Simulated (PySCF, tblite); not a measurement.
**C₃H₂FO radical: geometry, infrared bands and EPR parameters**

What infrared bands and EPR parameters should C₃H₂FO radical (`[H]/[C]=C(/F)C=O`) show?

Computed with tblite 0.8.0 and PySCF 2.14.0, with density-fitted response routines of our own, on a single molecule in the gas phase. Atoms are numbered from 0 throughout.

### 1 The molecule as given

7 atoms, charge 0, multiplicity 2; geometry from: force field or distance geometry start.

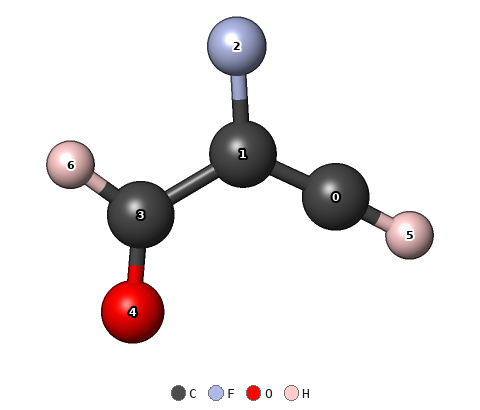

As it starts; carbon dark grey, fluorine light blue, oxygen red, hydrogen pink, atoms numbered.

### 2 Relaxing the molecule with GFN2-xTB

The job: settings as JSON, then the geometry in Å.

```
{"job": {"kind": "relax", "xc": "GFN2-xTB", "basis": "xTB"}, "charge": 0, "multiplicity": 2}
C      0.679300     0.527100     1.112300
C      0.457000    -0.180600     0.042600
F      1.417900    -1.020900    -0.421800
C     -0.797400    -0.152600    -0.724200
O     -1.764800     0.533700    -0.420900
H      0.816400     1.125100     1.979500
H     -0.805100    -0.826900    -1.594600
```

On the command line:

```bash
OMP_NUM_THREADS=1 python probes_run.py task.json out
```

One launch serves the whole session: the jobs run in the order shown.

What it wrote:

```text
step      E/eV     max force
  0    -437.27156    2.057
  1    -437.28754    2.625
  2    -437.32885    0.414
  3    -437.33363    0.370
  4    -437.35120    0.416
  5    -437.35926    0.405
  6    -437.36571    0.310
  7    -437.37358    0.436
  8    -437.38268    0.575
  9    -437.39092    0.478
 10    -437.39713    0.251
 11    -437.40159    0.245
 12    -437.40867    0.341
 13    -437.41706    0.328
 14    -437.42415    0.396
 15    -437.43282    0.480
 16    -437.44397    0.459
 17    -437.45503    0.385
 18    -437.46830    0.502
 19    -437.47462    0.438
 20    -437.48243    0.231
 21    -437.48595    0.203
 22    -437.48753    0.112
 23    -437.48797    0.081
 24    -437.48839    0.073
 25    -437.48858    0.034
 26    -437.48864    0.009
```

Wall time 0.08 s (1 thread of Arm Neoverse V1, shared host).

Relaxation path:

```tsv
step	energy from step 0 (eV)	largest force (eV/Å)
0	0.0000	2.0572
1	-0.0160	2.6252
2	-0.0573	0.4136
3	-0.0621	0.3700
4	-0.0796	0.4161
5	-0.0877	0.4050
6	-0.0941	0.3098
7	-0.1020	0.4362
8	-0.1111	0.5753
9	-0.1194	0.4784
10	-0.1256	0.2508
11	-0.1300	0.2449
12	-0.1371	0.3415
13	-0.1455	0.3278
14	-0.1526	0.3960
15	-0.1613	0.4802
16	-0.1724	0.4587
17	-0.1835	0.3854
18	-0.1967	0.5018
19	-0.2031	0.4383
20	-0.2109	0.2308
21	-0.2144	0.2034
22	-0.2160	0.1125
23	-0.2164	0.0810
24	-0.2168	0.0730
25	-0.2170	0.0345
26	-0.2171	0.0088
```

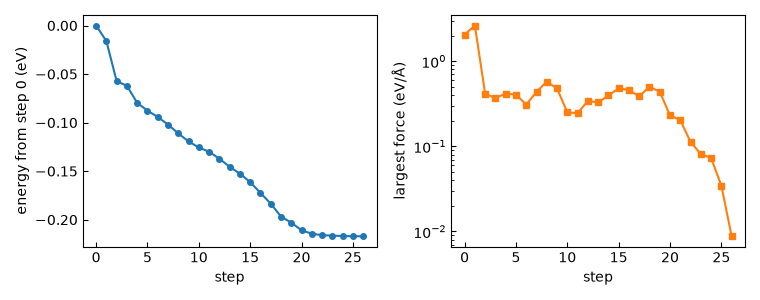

Energy and force, step by step.

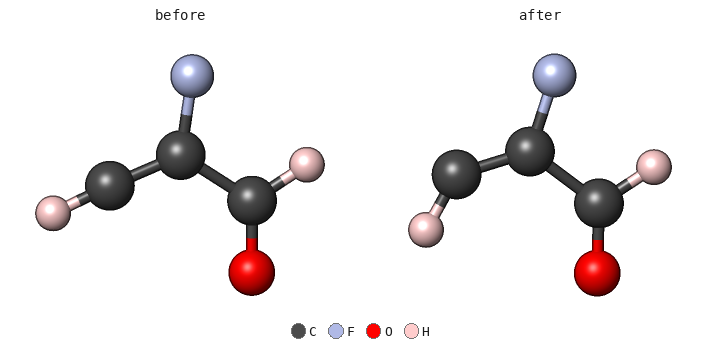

The geometry before (left) and after (right).

Close pairs (by a distance rule), those that changed most:

```tsv
bond	before (Å)	after (Å)	change (Å)
C3–O4	1.224	1.192	-0.033
C1–C3	1.470	1.500	+0.030
C1–F2	1.358	1.352	-0.006
C3–H6	1.101	1.106	+0.004
C0–C1	1.302	1.299	-0.003
C0–H5	1.062	1.064	+0.001
```

The next job starts from the end point, and lists it.

### 3 Harmonic vibrations with GFN2-xTB

The job: settings as JSON, then the geometry in Å.

```
{"job": {"kind": "ir", "xc": "GFN2-xTB", "basis": "xTB"}, "charge": 0, "multiplicity": 2}
C      0.900022     0.444637     1.145564
C      0.550724    -0.205651     0.077219
F      1.356730    -1.087798    -0.555410
C     -0.766998    -0.106390    -0.632726
O     -1.692841     0.578668    -0.326700
H      0.427796     1.159455     1.775832
H     -0.772100    -0.778017    -1.510857
```

What it wrote:

```text
mode    cm-1     km/mol
  1     127.9     30.95
  2     255.4     12.00
  3     399.5      5.33
  4     426.8      0.47
  5     544.5      6.43
  6     700.7     15.03
  7     707.5    101.31
  8     854.1     62.15
  9     865.1      1.02
 10    1078.4    100.44
 11    1308.1     26.10
 12    1655.9    160.22
 13    1812.7    219.59
 14    2780.9     33.01
 15    3224.3      5.57
```

Wall time 0.09 s (1 thread of Arm Neoverse V1, shared host).

Which atoms move in the most intense modes:

```tsv
cm⁻¹	km/mol	atoms
128	30.9	H6 34 %, C3 31 %, O4 22 %
708	101.3	H5 44 %, C0 27 %, F2 23 %
854	62.1	C3 49 %, C0 20 %, C1 15 %
1078	100.4	C1 65 %, F2 23 %
1308	26.1	H6 85 %
1656	160.2	C1 51 %, C0 36 %
1813	219.6	C3 54 %, O4 37 %
2781	33.0	H6 93 %
```

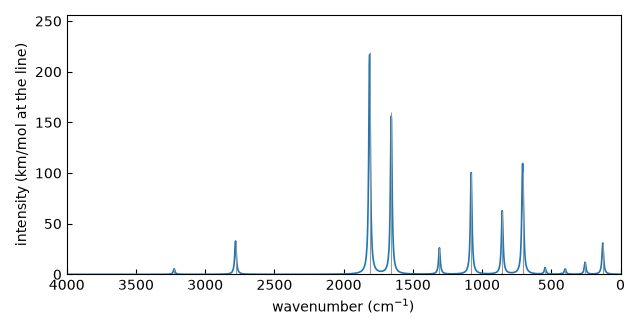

The infrared spectrum from these modes, unscaled. Lines are broadened to a width of 14 cm⁻¹ (Lorentzian).

### 4 EPR parameters: B3LYP/pcH-1

Settings changed since step 3:

```diff
@@ -1,2 +1,2 @@
-{"job": {"kind": "ir", "xc": "GFN2-xTB", "basis": "xTB"}, "charge": 0, "multiplicity": 2}
+{"job": {"kind": "epr", "basis": "pcH-1"}, "charge": 0, "multiplicity": 2}
 C      0.900022     0.444637     1.145564
```

With the program's defaults for keys left out, this is: UKS B3LYP, pcH-1 on C F H O, non-relativistic, mean-field spin-orbit, GIAO.

What it wrote:

```text
UKS, coarse grid
  cycle   1  E = -290.32011037  |g| = 6.40e-01
  cycle   2  E = -289.29254113  |g| = 1.63e+00
  cycle   3  E = -290.42185464  |g| = 2.96e-01
  cycle   4  E = -290.46674380  |g| = 9.02e-02
  cycle   5  E = -290.46999934  |g| = 5.38e-02
  cycle   6  E = -290.47134324  |g| = 1.60e-02
  cycle   7  E = -290.47149796  |g| = 6.24e-03
  cycle   8  E = -290.47153747  |g| = 2.86e-03
  cycle   9  E = -290.47155498  |g| = 1.55e-03
  cycle  10  E = -290.47156113  |g| = 7.71e-04
UKS, final grid
  cycle   1  E = -290.47158564  |g| = 6.78e-04
  cycle   2  E = -290.47158611  |g| = 9.29e-04
  cycle   3  E = -290.47158655  |g| = 3.28e-04
  cycle   4  E = -290.47158676  |g| = 2.48e-04
  cycle   5  E = -290.47158695  |g| = 1.31e-04
  cycle   6  E = -290.47158696  |g| = 2.52e-05
  cycle   7  E = -290.47158696  |g| = 9.82e-06
E = -290.47158696 Eh   <S^2> = 0.7630 (exact 0.7500)
g shifts (ppm)      1          2          3
  rmc          -147       -147       -147
  gc             28         12         14
  oz_so       -1099        153        382
  total       -1218         18        249
hyperfine (MHz)  atom isotope    a_iso     a_fc   dipolar eigenvalues
    0   13C     322.16     322.16    -85.01    -58.64    143.65
    1   13C     -44.50     -44.50    -23.75     -2.25     26.00
    2   19F     122.90     122.90   -107.35    -34.94    142.29
    3   13C      40.15      40.15     -6.91     -3.94     10.85
    4   17O       0.53       0.53     -5.55     -3.51      9.06
    5    1H      12.65      12.65    -33.29     -9.24     42.53
    6    1H      46.37      46.37     -3.03     -1.04      4.07
```

Wall time 15 s (1 thread of Arm Neoverse V1, shared host); peak memory 0.5 GiB.

Principal g values 2.00110, 2.00234, 2.00257; g(iso) = 2.00200, against 2.00232 for a free electron.

Hyperfine couplings, nucleus by nucleus at this fixed geometry (no averaging over rotations):

```tsv
nuclei	isotope	a(iso) (MHz)	a(iso) (G, at g = 2.0023)	largest dipolar term (MHz)
C0	13C	322.2	115.0	143.7
F2	19F	122.9	43.9	142.3
H6	1H	46.4	16.5	4.1
C1	13C	-44.5	-15.9	26.0
C3	13C	40.1	14.3	10.8
H5	1H	12.6	4.5	42.5
O4	17O	0.5	0.2	9.1
```

Mulliken spin populations:

```tsv
atom	value (e)
C0	1.07
C1	-0.12
F2	0.02
C3	0.05
O4	-0.02
H5	-0.01
H6	0.02
```

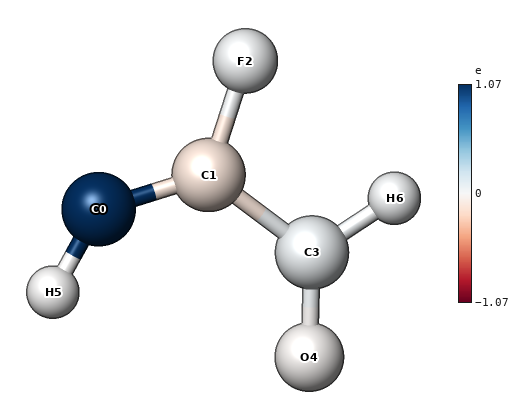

Mulliken spin populations, as colours on the atoms.

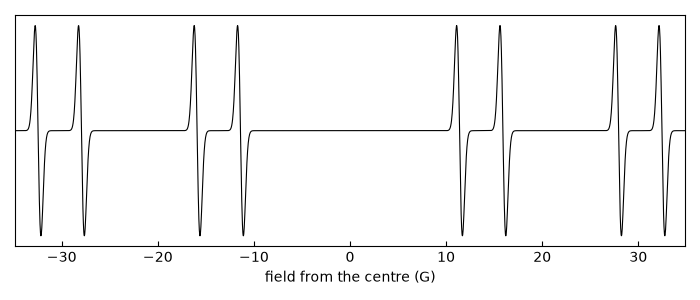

First-order isotropic spectrum (first derivative, main isotopes with spin only, couplings over 0.8 MHz, Gaussian width 0.3 G; couplings of the frozen geometry, rotation of groups not averaged beyond the rows shown).

The fields below are evaluated on a grid from the run's orbitals.

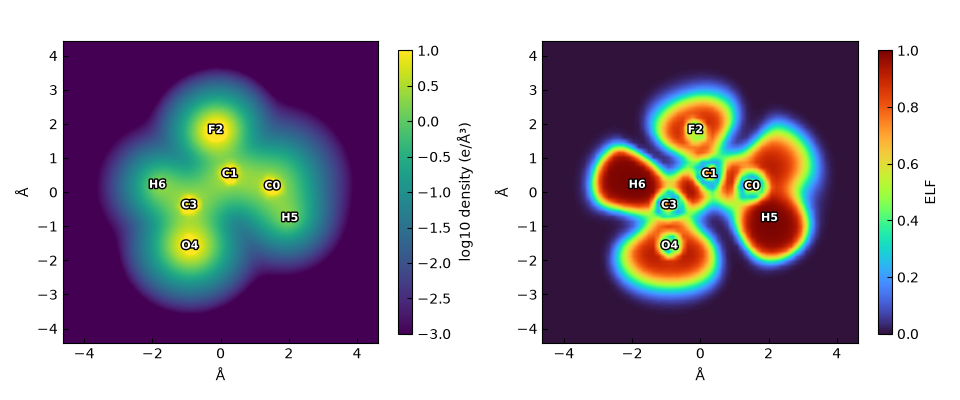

Density (left) and ELF (right) in a plane through or near 7 of the atoms.

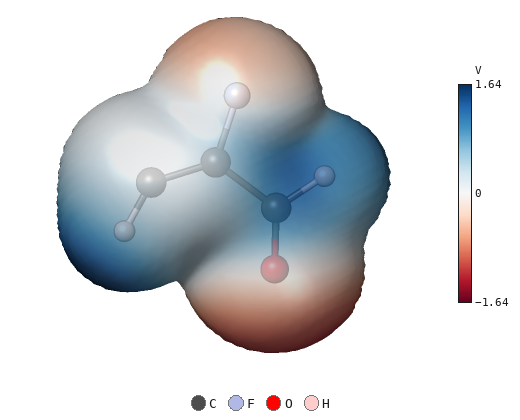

The potential that a unit positive charge feels on the 0.002 e/bohr³ surface, from -1.24 V near O4 to 1.64 V near H5.

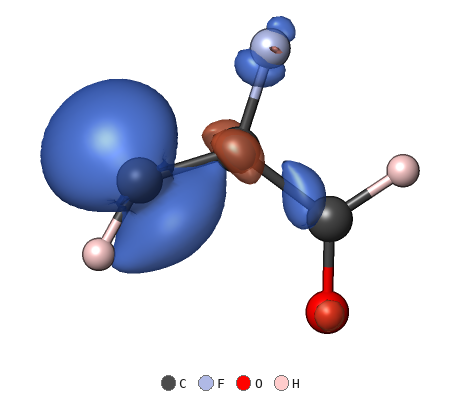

Spin density at ±0.05 e/Å³ (alpha excess blue, beta excess red).

### 5 Results

| quantity | value |
| --- | --- |
| strongest single infrared mode (GFN2-xTB) | 1813 cm⁻¹, 220 km/mol |
| zero-point energy (GFN2-xTB) | 23.9 kcal/mol |
| g(iso) (B3LYP) | 2.00200 |
| ⟨S²⟩ | 0.763 (exact 0.75) |
| largest a(iso) | 13C on C0, 322.2 MHz |
| potential on the surface of density 0.002 e/bohr³, 1st and 99th percentile | -1.24 V and 1.64 V |

In words: Over 26 steps the energy fell by 0.217 eV; of the close pairs, C3–O4 changed most, 1.224 to 1.192 Å. No mode is imaginary among the 15: a minimum at this level. The strongest single mode, at 1813 cm⁻¹, moves mainly C3 and O4. Unscaled tight-binding wavenumbers are off by several per cent, some by more. Its intensities can rank the bands wrongly. Most of the unpaired spin sits on C0 (1.07 e). The isotropic g lies 0.3 ppt below the free-electron value.
